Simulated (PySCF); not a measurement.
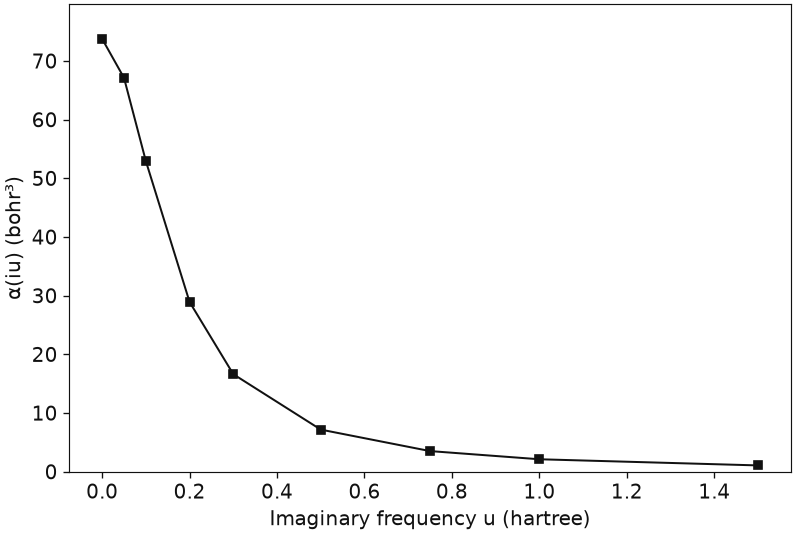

Dipole polarisability at imaginary frequency of an atom or ion with 12 electrons in the configuration [Ne] 3s². Coupled response at the PBE level; PySCF, aug-cc-pCVDZ, non-relativistic, unrestricted single determinants, no spin-orbit coupling.

Which species is it, and what does the curve give?

Answer. Mg I (neutral magnesium). The static dipole polarisability is 73.8 bohr³ (the recommended value is 71.2); α(iu) falls to half of it near u = 0.16 hartree. The Casimir–Polder integral gives C₆ = 656 hartree bohr⁶ for two such species.
